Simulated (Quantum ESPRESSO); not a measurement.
# LaMnSi2: which magnetic order is lowest

Does LaMnSi2 prefer parallel or opposed moments?

Program: Quantum ESPRESSO 7.5. Level of theory: PBEsol; plane waves with GBRV 1.5 PBEsol potentials, no spin-orbit coupling. Results are calculated unless marked as measured.

**1. Starting point**

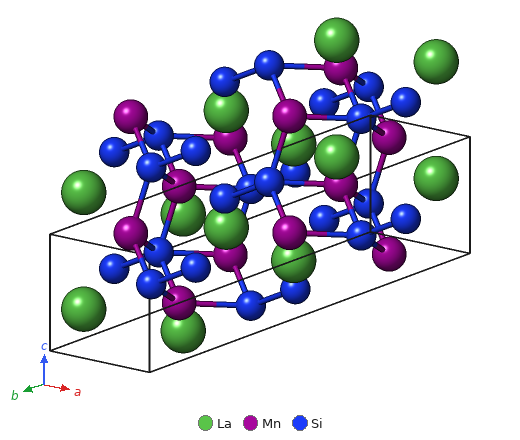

The starting structure, seen from a free direction (lanthanum green, manganese purple, silicon blue). 1×1×2 cells are drawn. This picture shows the conventional cell, with its axes. Some periodic images of atoms are drawn too.

The cell comes from the Crystallography Open Database.

**2. Run 1, typed as ferro ++**

The signs are those of the starting moments on the seeded atoms, the atoms that are given a moment.

pw.in reads:

```
&CONTROL
  calculation = 'scf'
  prefix = 'pwscf'
  outdir = './tmp'
  pseudo_dir = './pseudo'
  disk_io = 'nowf'
/
&SYSTEM
  ibrav = 0
  celldm(1) = 8
  nat = 8
  ntyp = 3
  ecutwfc = 40
  ecutrho = 280
  nbnd = 49
  occupations = 'smearing'
  smearing = 'fd'
  degauss = 0.00734986
  nspin = 2
  starting_magnetization(1) = 0
  starting_magnetization(2) = 0.2333
  starting_magnetization(3) = 0
/
&ELECTRONS
  conv_thr = 1.6d-08
  electron_maxstep = 150
  mixing_beta = 0.3
/
ATOMIC_SPECIES
La    138.9055 la_pbesol_v1.uspp.F.UPF
Mn     54.9380 mn_pbesol_v1.5.uspp.F.UPF
Si     28.0850 si_pbesol_v1.uspp.F.UPF
CELL_PARAMETERS alat
   0.4949901367692   -2.0881473677115    0.0000000000000
   0.4949901367692    2.0881473677115    0.0000000000000
   0.0000000000000    0.0000000000000    0.9621068132001
ATOMIC_POSITIONS crystal
La      0.8948000000    0.1052000000    0.2500000000
La      0.1052000000    0.8948000000    0.7500000000
Mn      0.2522000000    0.7478000000    0.2500000000
Mn      0.7478000000    0.2522000000    0.7500000000
Si      0.5450000000    0.4550000000    0.2500000000
Si      0.4550000000    0.5450000000    0.7500000000
Si      0.6840000000    0.3160000000    0.2500000000
Si      0.3160000000    0.6840000000    0.7500000000
K_POINTS automatic
8 8 8 0 0 0
```

Command:

```sh
$ OMP_NUM_THREADS=1 mpirun -n 4 pw.x -nk 4 -in pw.in > pw.out
```

What it wrote:

```text
Program PWSCF v.7.5 starts

     Message from routine setup:
     using ibrav=0 with symmetry is DISCOURAGED, use correct ibrav instead

     K-points division:     npool     =       4
     Subspace diagonalization in iterative solution of the eigenvalue problem:

     G-vector sticks info
     --------------------
     sticks:   dense  smooth     PW     G-vecs:    dense   smooth      PW
     Sum        2945    1681    551                80557    34779    6475

     Using Slab Decomposition

     bravais-lattice index     =            0
     lattice parameter (alat)  =       8.0000  a.u.
     unit-cell volume          =    1018.3122 (a.u.)^3
     number of atoms/cell      =            8
     number of atomic types    =            3
     number of electrons       =        68.00
     number of Kohn-Sham states=           49
     kinetic-energy cutoff     =      40.0000  Ry
     charge density cutoff     =     280.0000  Ry
     scf convergence threshold =      1.6E-08
     mixing beta               =       0.3000
     number of iterations used =            8  plain     mixing
     Exchange-correlation= SLA  PW   PSX  PSC
                           (   1   4  10   8   0   0   0)

     celldm(1)=   8.000000  celldm(2)=   0.000000  celldm(3)=   0.000000
     celldm(4)=   0.000000  celldm(5)=   0.000000  celldm(6)=   0.000000

     crystal axes: (cart. coord. in units of alat)
               a(1) = (   0.494990  -2.088147   0.000000 )
               a(2) = (   0.494990   2.088147   0.000000 )
               a(3) = (   0.000000   0.000000   0.962107 )

     reciprocal axes: (cart. coord. in units 2 pi/alat)
               b(1) = (  1.010121 -0.239447  0.000000 )
               b(2) = (  1.010121  0.239447 -0.000000 )
               b(3) = ( -0.000000  0.000000  1.039386 )

     PseudoPot. # 1 for La read from file:
     la_pbesol_v1.uspp.F.UPF
     Pseudo is Ultrasoft + core correction, Zval = 11.0
     Generated by new atomic code, or converted to UPF format
     Using radial grid of  995 points,  8 beta functions with:
                l(1) =   0
                l(2) =   0
                l(3) =   1
                l(4) =   1
                l(5) =   2
                l(6) =   2
                l(7) =   3
                l(8) =   3
     Q(r) pseudized with  8 coefficients,  rinner =    1.700   1.700   1.700
                                                       1.700   1.700   1.700
                                                       1.700

     PseudoPot. # 2 for Mn read from file:
     mn_pbesol_v1.5.uspp.F.UPF
     Pseudo is Ultrasoft + core correction, Zval = 15.0
     Generated by new atomic code, or converted to UPF format
     Using radial grid of  859 points,  6 beta functions with:
                l(1) =   0
                l(2) =   0
                l(3) =   1
                l(4) =   1
                l(5) =   2
                l(6) =   2
     Q(r) pseudized with  8 coefficients,  rinner =    0.950   0.950   0.950
                                                       0.950   0.950

     PseudoPot. # 3 for Si read from file:
     si_pbesol_v1.uspp.F.UPF
     Pseudo is Ultrasoft + core correction, Zval =  4.0
     Generated by new atomic code, or converted to UPF format
     Using radial grid of  899 points,  6 beta functions with:
                l(1) =   0
                l(2) =   0
                l(3) =   1
                l(4) =   1
                l(5) =   2
                l(6) =   2
     Q(r) pseudized with  8 coefficients,  rinner =    0.900   0.900   0.900
                                                       0.900   0.900

     atomic species   valence    mass     pseudopotential
     La               11.00   138.90550     La( 1.00)
     Mn               15.00    54.93800     Mn( 1.00)
     Si                4.00    28.08500     Si( 1.00)

     Starting magnetic structure
     atomic species   magnetization
     La              0.000
     Mn              0.233
     Si              0.000

      8 Sym. Ops., with inversion, found ( 4 have fractional translation)

   Cartesian axes

     site n.     atom                  positions (alat units)
         1        La     tau(   1) = (   0.4949901  -1.6488012   0.2405267  )
         2        La     tau(   2) = (   0.4949901   1.6488012   0.7215801  )
         3        Mn     tau(   3) = (   0.4949901   1.0348858   0.2405267  )
         4        Mn     tau(   4) = (   0.4949901  -1.0348858   0.7215801  )
         5        Si     tau(   5) = (   0.4949901  -0.1879333   0.2405267  )
         6        Si     tau(   6) = (   0.4949901   0.1879333   0.7215801  )
         7        Si     tau(   7) = (   0.4949901  -0.7684382   0.2405267  )
         8        Si     tau(   8) = (   0.4949901   0.7684382   0.7215801  )

     number of k points=   105  Fermi-Dirac smearing, width (Ry)=  0.0073

     Number of k-points >= 100: set verbosity='high' to print them.

     Dense  grid:    80557 G-vectors     FFT dimensions: (  96,  96,  48)

     Smooth grid:    34779 G-vectors     FFT dimensions: (  72,  72,  32)

     Check: negative core charge=   -0.000017
     Generating pointlists ...
     new r_m :   0.3030 (alat units)  2.4242 (a.u.) for type    1
     new r_m :   0.2268 (alat units)  1.8147 (a.u.) for type    2
     new r_m :   0.2268 (alat units)  1.8147 (a.u.) for type    3

     Initial potential from superposition of free atoms

     starting charge      66.9385, renormalised to      68.0000

     negative rho (up, down):  7.687E-02 7.694E-02
     Starting wfcs are   82 randomized atomic wfcs

     Self-consistent Calculation

     iteration #  1     ecut=    40.00 Ry     beta= 0.30
     Davidson diagonalization with overlap
     ethr =  1.00E-02,  avg # of iterations =  2.1

     negative rho (up, down):  7.204E-02 7.137E-02

     total energy              =    -664.30136769 Ry
     estimated scf accuracy    <       2.61603442 Ry

     total magnetization       =     4.54 Bohr mag/cell
     absolute magnetization    =     5.19 Bohr mag/cell

     iteration #  2     ecut=    40.00 Ry     beta= 0.30
     Davidson diagonalization with overlap
     ethr =  3.85E-03,  avg # of iterations =  4.8

     negative rho (up, down):  6.505E-02 6.428E-02

     total energy              =    -663.39470003 Ry
     estimated scf accuracy    <      24.19673980 Ry

     total magnetization       =     3.78 Bohr mag/cell
     absolute magnetization    =     4.21 Bohr mag/cell

     iteration #  3     ecut=    40.00 Ry     beta= 0.30
     Davidson diagonalization with overlap
     ethr =  3.85E-03,  avg # of iterations =  4.1

     negative rho (up, down):  6.195E-02 6.122E-02

     total energy              =    -665.05320142 Ry
     estimated scf accuracy    <       1.07131791 Ry

     total magnetization       =     4.24 Bohr mag/cell
     absolute magnetization    =     5.10 Bohr mag/cell

     [... further iterations left out ...]

     iteration # 16     ecut=    40.00 Ry     beta= 0.30
     Davidson diagonalization with overlap
     ethr =  8.40E-10,  avg # of iterations =  4.8

     negative rho (up, down):  5.712E-02 5.524E-02

     total energy              =    -665.13199232 Ry
     estimated scf accuracy    <       0.00000042 Ry

     total magnetization       =     3.39 Bohr mag/cell
     absolute magnetization    =     4.05 Bohr mag/cell

     iteration # 17     ecut=    40.00 Ry     beta= 0.30
     Davidson diagonalization with overlap
     ethr =  6.21E-10,  avg # of iterations =  1.7

     negative rho (up, down):  5.712E-02 5.523E-02

     total energy              =    -665.13199237 Ry
     estimated scf accuracy    <       0.00000004 Ry

     total magnetization       =     3.39 Bohr mag/cell
     absolute magnetization    =     4.05 Bohr mag/cell

     iteration # 18     ecut=    40.00 Ry     beta= 0.30
     Davidson diagonalization with overlap
     ethr =  5.20E-11,  avg # of iterations =  5.6

     negative rho (up, down):  5.712E-02 5.524E-02

     total energy              =    -665.13199241 Ry
     estimated scf accuracy    <       0.00000003 Ry

     total magnetization       =     3.39 Bohr mag/cell
     absolute magnetization    =     4.05 Bohr mag/cell

     iteration # 19     ecut=    40.00 Ry     beta= 0.30
     Davidson diagonalization with overlap
     ethr =  4.47E-11,  avg # of iterations =  3.3

     negative rho (up, down):  5.712E-02 5.524E-02

     Magnetic moment per site  (integrated on atomic sphere of radius R)
     atom   1 (R=0.303)  charge=  8.3204  magn= -0.0132
     atom   2 (R=0.303)  charge=  8.3204  magn= -0.0132
     atom   3 (R=0.227)  charge= 12.9598  magn=  1.6975
     atom   4 (R=0.227)  charge= 12.9598  magn=  1.6975
     atom   5 (R=0.227)  charge=  1.6964  magn= -0.0065
     atom   6 (R=0.227)  charge=  1.6964  magn= -0.0065
     atom   7 (R=0.227)  charge=  1.8019  magn= -0.0620
     atom   8 (R=0.227)  charge=  1.8019  magn= -0.0620

     End of self-consistent calculation

     Number of k-points >= 100: set verbosity='high' to print the bands.

     the Fermi energy is    11.9047 ev

!    total energy              =    -665.13199242 Ry
     estimated scf accuracy    <          9.6E-10 Ry
     smearing contrib. (-TS)   =      -0.01064884 Ry
     internal energy E=F+TS    =    -665.12134358 Ry

     The total energy is F=E-TS. E is the sum of the following terms:
     one-electron contribution =    -423.17087383 Ry
     hartree contribution      =     242.84113762 Ry
     xc contribution           =    -167.66246782 Ry
     ewald contribution        =    -317.12913956 Ry

     total magnetization       =     3.39 Bohr mag/cell
     absolute magnetization    =     4.05 Bohr mag/cell

     convergence has been achieved in  19 iterations

=------------------------------------------------------------------------------=
   JOB DONE.
=------------------------------------------------------------------------------=
```

It took 12 min on 4 MPI ranks of Arm Neoverse V2, shared host; peak memory 1.9 GiB.

Spin moment in the atom's sphere by atom:

```csv
atom,spin moment in the atom's sphere (μB)
La1,-0.01
La2,-0.01
Mn3,1.70
Mn4,1.70
Si5,-0.01
Si6,-0.01
Si7,-0.06
Si8,-0.06
```

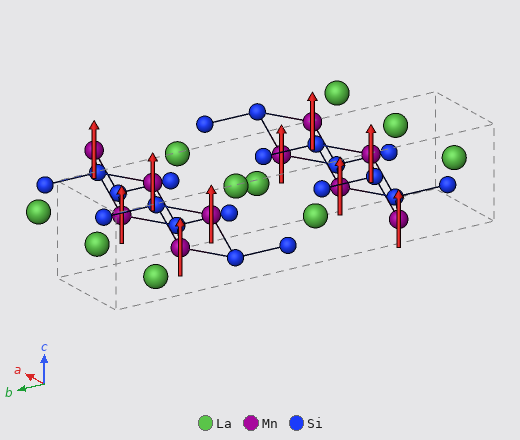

Spin moment in the atom's sphere as arrows, the longest 1.70 μB. Up and down stand for the sign. Arrows give size and sign along the axis of quantisation, drawn up and down the page. 2×1×1 conventional cells are drawn. Some periodic images of atoms are drawn too.

This step gave:

```yaml
smearing_term_ts: 0.1449 eV
magnetization: 3.387 μB
absolute_magnetization: 4.055 μB
final_state: ferromagnetic
```

[end of part 1 of 2]

[Logs and program files are shortened in this print: banners, set-up blocks, solver, clock and traceback lines can be left out without a mark of their own.]

[Logs are printed without paths, hosts, clocks, repeated set-up lines and the standing remarks that a program may print on its own settings, such as how far it seeks lower states.]

[Hosts, paths, dates, database ids (printed as entryN), source tags and the programs' standing remarks are cut or masked in the printed files.]

[Where a cell is said to come from a database of computed structures, the database is the Materials Project.]
